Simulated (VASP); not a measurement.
# Driving VASP from ASE on LaGe

Do ASE scripts that read LaGe from different structure formats give one answer, and do several routes find one equilibrium volume? All runs use LDA. Left out of this account: 2 further runs (self-consistent run: it ended just at its time limit, and its output was not read; fields: a reference on another mesh). The start is a cell from a database of measured crystal structures.

Calculated with VASP 6.6.1; LDA; plane waves and PAW (La, Ge_d).

## (1) The starting structure

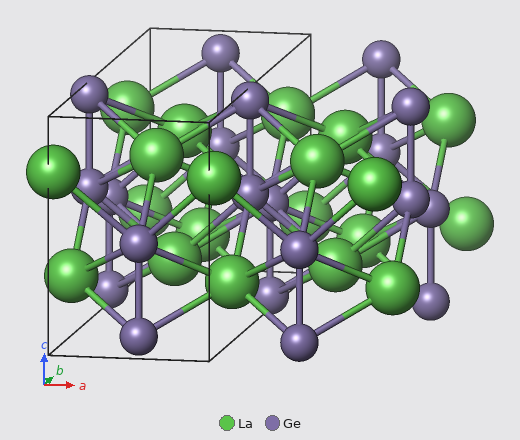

The starting structure, seen slightly off an axis (lanthanum green, germanium purple). 2×1×1 cells are drawn. This picture shows the conventional cell, with its axes. Some periodic images of atoms are drawn too.

## (2) A single point (LDA, through ASE)

A single point through ASE, with the structure read from a POSCAR.

run.py

```python
import numpy as np
from ase.calculators.vasp import Vasp
from ase.io import read
from ase.dft.bandgap import bandgap

atoms = read('structure.vasp')

calc = Vasp(
    xc='lda',
    pp='LDA',
    prec='Accurate',
    encut=410,
    ediff=1e-06,
    nelm=100,
    ismear=-1,
    sigma=0.05,
    lreal=False,
    algo='Normal',
    nbands=62,
    lasph=True,
    lorbit=11,
    lwave=False,
    lcharg=False,
    kpar=8,
    isif=2,
    pp_version='64',
    setups={'La': '', 'Ge': '_d'},
    kpts=(7, 5, 7),
    gamma=True,
    txt='vasp.out',
)
atoms.calc = calc

print("energy (eV):", round(atoms.get_potential_energy(), 6))
print("Fermi level (eV):", round(calc.get_fermi_level(), 4))
print("forces (eV/A):")
print(np.round(atoms.get_forces(), 4))
print("stress (GPa, Voigt, tension positive):", np.round(atoms.get_stress() * 160.21766, 3))
gap, p1, p2 = bandgap(calc, direct=False)
print("gap on the mesh (eV):", round(gap, 4))
```

structure.vasp

```
LaGe
1.0
    4.5590000000      0.0000000000      0.0000000000
    0.0000000000      0.0000000000      6.7450000000
    2.2795000000     -6.8830000000      0.0000000000
La Ge
4 4
Direct
    0.0482690000      0.7500000000      0.9034620000
    0.9517310000      0.2500000000      0.0965380000
    0.2256500000      0.2500000000      0.5487000000
    0.7743500000      0.7500000000      0.4513000000
    0.4020620000      0.5557200000      0.1958760000
    0.5979380000      0.0557200000      0.8041240000
    0.5979380000      0.4442800000      0.8041240000
    0.4020620000      0.9442800000      0.1958760000
```

Potentials, in the order of the species: La and Ge_d (LDA family, release 64).

The run is started by

```bash
$ export ASE_VASP_COMMAND="mpirun -np 8 vasp_std"
$ python run.py
```

Log:

```text
energy (eV): -50.063486
Fermi level (eV): 7.5988
forces (eV/A):
[[ 0.     -0.0748  0.    ]
 [-0.      0.0748 -0.    ]
 [ 0.     -0.0257  0.    ]
 [ 0.      0.0257  0.    ]
 [ 0.     -0.0126 -0.0266]
 [-0.      0.0126 -0.0266]
 [-0.      0.0126  0.0266]
 [ 0.     -0.0126  0.0266]]
stress (GPa, Voigt, tension positive): [ 3.489  3.66   3.533 -0.    -0.    -0.   ]
gap on the mesh (eV): 0.0
```

It took 66 s on 8 MPI ranks of Intel Xeon 6975P-C (Granite Rapids), shared host; peak memory 3.9 GiB.

The logs omit lines about the potential files and the build; timing stands in the text.

ASE turned this into the INCAR:

```
ENCUT = 410.000000
SIGMA = 0.050000
EDIFF = 1.00e-06
ALGO = Normal
PREC = Accurate
ISIF = 2
ISMEAR = -1
KPAR = 8
LORBIT = 11
NBANDS = 62
NELM = 100
LASPH = .TRUE.
LCHARG = .FALSE.
LWAVE = .FALSE.
LREAL = .FALSE.
```

ASE turned this into the KPOINTS:

```
KPOINTS created by Atomic Simulation Environment
0
Gamma
7 5 7
0 0 0
```

vasp.out:

```text
[banner, memory and clock lines left out]
running    8 mpi-ranks, on    1 nodes
 distrk:  each k-point on    1 cores,    8 groups
 distr:  one band on    1 cores,    1 groups

 POSCAR found type information on POSCAR LaGe
 POSCAR found :  2 types and       8 ions
|                                                                             |
|           W    W    AA    RRRRR   N    N  II  N    N   GGGG   !!!           |
|           W    W   A  A   R    R  NN   N  II  NN   N  G    G  !!!           |
|           W    W  A    A  R    R  N N  N  II  N N  N  G       !!!           |
|           W WW W  AAAAAA  RRRRR   N  N N  II  N  N N  G  GGG   !            |
|           WW  WW  A    A  R   R   N   NN  II  N   NN  G    G                |
|           W    W  A    A  R    R  N    N  II  N    N   GGGG   !!!           |
|                                                                             |
|     For optimal performance we recommend to set                             |
|       NCORE = 2 up to number-of-cores-per-socket                            |
|     NCORE specifies how many cores store one orbital (NPAR=cpu/NCORE).      |
|     This setting can greatly improve the performance of VASP for DFT.       |
|     The default, NCORE=1 might be grossly inefficient on modern             |
|     multi-core architectures or massively parallel machines. Do your        |
|     Unfortunately you need to use the default for GW and RPA                |
|     calculations (for HF NCORE is supported but not extensively tested      |
|     yet).                                                                   |
|                                                                             |

 LDA part: xc-table for (Slater(with rela. corr.)+CA(PZ))
 , standard interpolation
 POSCAR, INCAR and KPOINTS ok, starting setup
 FFT: planning ... GRIDC
 FFT: planning ... GRID_SOFT
 FFT: planning ... GRID
 WAVECAR not read
 entering main loop
       N       E                     dE             d eps       ncg     rms          rms(c)
DAV:   1     0.120794067682E+04    0.12079E+04   -0.34601E+04  6148   0.281E+03
DAV:   2     0.329731195388E+03   -0.87821E+03   -0.81687E+03  7400   0.664E+02
DAV:   3    -0.257201878927E+01   -0.33230E+03   -0.32675E+03  8784   0.308E+02
DAV:   4    -0.454425469831E+02   -0.42871E+02   -0.41829E+02  9844   0.119E+02
DAV:   5    -0.497092033995E+02   -0.42667E+01   -0.42028E+01 11080   0.403E+01    0.768E+00
DAV:   6    -0.499654360042E+02   -0.25623E+00   -0.90186E+00 11696   0.150E+01    0.383E+00
DAV:   7    -0.500442792362E+02   -0.78843E-01   -0.22699E+00 10768   0.858E+00    0.144E+00
DAV:   8    -0.500705452204E+02   -0.26266E-01   -0.55173E-01 11648   0.378E+00    0.480E-01
DAV:   9    -0.500815872329E+02   -0.11042E-01   -0.13834E-01 11832   0.194E+00    0.303E-01
DAV:  10    -0.500849022216E+02   -0.33150E-02   -0.36421E-02 11792   0.897E-01    0.169E-01
DAV:  11    -0.500858493157E+02   -0.94709E-03   -0.10152E-02 11840   0.470E-01    0.348E-02
DAV:  12    -0.500860878151E+02   -0.23850E-03   -0.28820E-03 11224   0.239E-01    0.277E-02
DAV:  13    -0.500861628744E+02   -0.75059E-04   -0.79846E-04 11776   0.131E-01    0.846E-03
DAV:  14    -0.500861846384E+02   -0.21764E-04   -0.22915E-04 10296   0.637E-02    0.356E-03
DAV:  15    -0.500861910586E+02   -0.64202E-05   -0.64459E-05  6208   0.324E-02    0.949E-04
DAV:  16    -0.500861930255E+02   -0.19669E-05   -0.19773E-05  6144   0.205E-02    0.983E-04
DAV:  17    -0.500861936348E+02   -0.60930E-06   -0.62106E-06  6128   0.135E-02
   1 F= -.50086194E+02 E0= -.50063486E+02  d E =-.454153E-01
```

From OUTCAR (step 2):

```text
ion  position               nearest neighbor table
   1  0.048  0.750  0.903-   6 3.15   7 3.15   6 3.15   7 3.15   2 3.62   2 3.62
   2  0.952  0.250  0.097-   5 3.15   8 3.15   5 3.15   8 3.15   1 3.62   1 3.62
   3  0.226  0.250  0.549-   6 3.16   7 3.16   6 3.16   7 3.16   5 3.19   8 3.19
   4  0.774  0.750  0.451-   5 3.16   8 3.16   5 3.16   8 3.16   7 3.19   6 3.19
   5  0.402  0.556  0.196-   8 2.62   7 2.80   2 3.15   2 3.15   4 3.16   4 3.16   3 3.19
   6  0.598  0.056  0.804-   7 2.62   8 2.80   1 3.15   1 3.15   3 3.16   3 3.16   4 3.19
   7  0.598  0.444  0.804-   6 2.62   5 2.80   1 3.15   1 3.15   3 3.16   3 3.16   4 3.19
   8  0.402  0.944  0.196-   5 2.62   6 2.80   2 3.15   2 3.15   4 3.16   4 3.16   3 3.19

  LATTYP: Found a base centered orthorhombic cell.
 ALAT       =     4.5590000000
 B/A-ratio  =     3.0195218250
 C/A-ratio  =     1.4794911165

 Subroutine GETGRP returns: Found  8 space group operations
 (whereof  4 operations were pure point group operations)

The static configuration has the point symmetry C_2h.
 The point group associated with its full space group is D_2h.

 Found     48 irreducible k-points:

   k-points           NKPTS =     48   k-points in BZ     NKDIM =     48   number of bands    NBANDS=     62

   dimension x,y,z NGX =    30 NGY =   48 NGZ =   48
   dimension x,y,z NGXF=    60 NGYF=   96 NGZF=   96

   ENCUT  =  410.0 eV  30.13 Ry    5.49 a.u.   7.53 11.14 11.97*2*pi/ulx,y,z

   NELECT =     100.0000    total number of electrons

 k-points in reciprocal lattice and weights: KPOINTS created by Atomic Simulation Env
   0.00000000  0.00000000  0.00000000       0.004
   0.14285714  0.00000000  0.00000000       0.016
   0.28571429  0.00000000 -0.00000000       0.016
   0.42857143  0.00000000  0.00000000       0.016
   0.00000000  0.20000000  0.00000000       0.008
   0.14285714  0.20000000  0.00000000       0.033
   0.28571429  0.20000000 -0.00000000       0.033
   0.42857143  0.20000000  0.00000000       0.033
   0.00000000  0.40000000  0.00000000       0.008
[...]
0.00000000  0.40000000  0.42857143       0.016
  -0.14285714  0.40000000  0.42857143       0.016

 average (electrostatic) potential at core
       1 -96.3851       2 -96.3851       3 -96.4774       4 -96.4774       5 -71.8387
       6 -71.8387       7 -71.8387       8 -71.8387

 E-fermi :   7.5988

 k-point     1 :       0.0000    0.0000    0.0000
  band No.  band energies     occupation
    ...
     46       6.2700      2.00000
     47       6.3395      2.00000
     48       6.7093      2.00000
     49       6.8117      2.00000
     50       7.4472      1.90790
     51       7.7877      0.04470
     52       8.2063      0.00001
     53       8.5595      0.00000
     54       8.6085      0.00000
     55       8.8146      0.00000
    ...

 k-point     2 :       0.1429    0.0000    0.0000
  band No.  band energies     occupation
    ...
     45       6.0538      2.00000
     46       6.2109      2.00000
     47       6.2701      2.00000
     48       6.5981      2.00000
     49       6.8555      2.00000
     50       7.7030      0.22135
     51       7.7609      0.07515
     52       8.1962      0.00001
     53       8.6144      0.00000
     54       8.7554      0.00000
    ...

 k-point     3 :       0.2857    0.0000   -0.0000
  band No.  band energies     occupation
    ...
     46       6.0856      2.00000
     47       6.2571      2.00000
     48       6.5276      2.00000
     49       7.1824      1.99952
     50       7.4052      1.95921
     51       8.2119      0.00001
     52       8.2835      0.00000
     53       8.4756      0.00000
     54       8.8820      0.00000
     55       8.9733      0.00000
    ...

  Total       -4.6090821     -4.8350015     -4.6677691      0.0000000     -0.0000000      0.0000000
  in kB      -34.8895775    -36.5997299    -35.3338235      0.0000000     -0.0000000      0.0000000
  external PRESSURE =     -35.6077103 kB  Pullay stress =       0.0000000 kB

  energy-cutoff  :      410.00
  volume of cell :      211.66
      direct lattice vectors                 reciprocal lattice vectors
     4.559000000  0.000000000  0.000000000     0.219346348  0.072642743  0.000000000
     0.000000000  0.000000000  6.745000000     0.000000000  0.000000000  0.148257969
     2.279500000 -6.883000000  0.000000000     0.000000000 -0.145285486  0.000000000

 POSITION                                       TOTAL-FORCE (eV/Angst)
 -----------------------------------------------------------------------------------
      2.27950     -6.21853      5.05875         0.000000     -0.074773      0.000000
      4.55900     -0.66447      1.68625        -0.000000      0.074773     -0.000000
      2.27950     -3.77670      1.68625         0.000000     -0.025705      0.000000
      4.55900     -3.10630      5.05875         0.000000      0.025705      0.000000
      2.27950     -1.34821      3.74833         0.000000     -0.012559     -0.026566
      4.55900     -5.53479      0.37583        -0.000000      0.012559     -0.026566
      4.55900     -5.53479      2.99667        -0.000000      0.012559      0.026566
      2.27950     -1.34821      6.36917         0.000000     -0.012559      0.026566
 -----------------------------------------------------------------------------------
    total drift:                                0.000000      0.000000      0.000000

  FREE ENERGIE OF THE ION-ELECTRON SYSTEM (eV)
  ---------------------------------------------------
  free  energy   TOTEN  =       -50.0861936348 eV

  energy  without entropy=      -50.0407783285  energy(sigma->0) =      -50.06348598

 total charge
# of ion       s       p       d       f       tot
--------------------------------------------------
    1        2.043   5.613   0.809   0.133   8.599
    2        2.043   5.613   0.809   0.133   8.599
    3        2.037   5.616   0.798   0.111   8.562
    4        2.037   5.616   0.798   0.111   8.562
    5        1.163   1.218   9.996   0.000  12.377
    6        1.163   1.218   9.996   0.000  12.377
    7        1.163   1.218   9.996   0.000  12.377
    8        1.163   1.218   9.996   0.000  12.377
--------------------------------------------------
tot         12.813  27.332  43.195   0.488  83.829

[... 3 further parts left out ...]
```

At this level the cell is under a tension of 3.6 GPa, so at these settings it is away from equilibrium.

Numbers from this step:

| Property | Result |
| --- | --- |
| SCF cycles | 17 |
| electrons | 100 |
| bands | 62 |
| irreducible k-points | 48 |
| symmetry operations | 8 |
| free energy (TOTEN) | -50.0862 eV |
| energy at zero smearing | -50.0635 eV |
| Fermi energy | 7.599 eV |
| pressure | -3.561 GPa |
| metallic | yes |

Force by atom:

| atom | x (eV/Å) | y (eV/Å) | z (eV/Å) | size |
| --- | --- | --- | --- | --- |
| La1 | 0.0000 | -0.0748 | 0.0000 | 0.0748 |
| La2 | 0.0000 | 0.0748 | 0.0000 | 0.0748 |
| La3 | 0.0000 | -0.0257 | 0.0000 | 0.0257 |
| La4 | 0.0000 | 0.0257 | 0.0000 | 0.0257 |
| Ge5 | 0.0000 | -0.0126 | -0.0266 | 0.0294 |
| Ge6 | 0.0000 | 0.0126 | -0.0266 | 0.0294 |
| Ge7 | 0.0000 | 0.0126 | 0.0266 | 0.0294 |
| Ge8 | 0.0000 | -0.0126 | 0.0266 | 0.0294 |

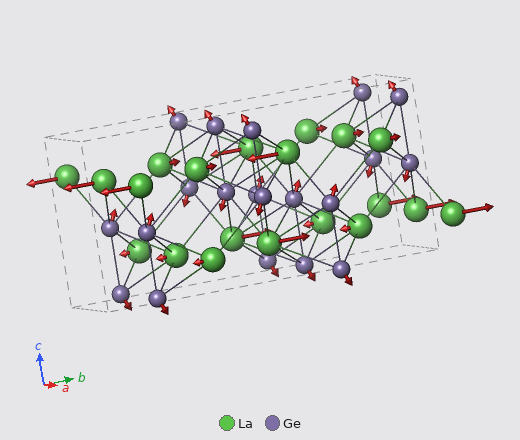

Force as arrows, the longest 0.0748 eV/Å. 2×1×1 conventional cells are drawn. Some periodic images of atoms are drawn too.

The pressure is -3.56 GPa and the largest force 0.075 eV/Å, so the cell is not at a minimum at these settings.

[end of part 1 of 3]

[Lines on the potential files, build, host, timing and source positions are cut from VASP's logs without a mark.]

[Logs are printed without paths, hosts, clocks, repeated set-up lines and the standing remarks that a program may print on its own settings, such as how far it seeks lower states.]

[Hosts, paths, dates, database ids (printed as entryN), source tags and the programs' standing remarks are cut or masked in the printed files.]

[A measured line is paired with the nearest computed mode of its activity, which favours agreement.]
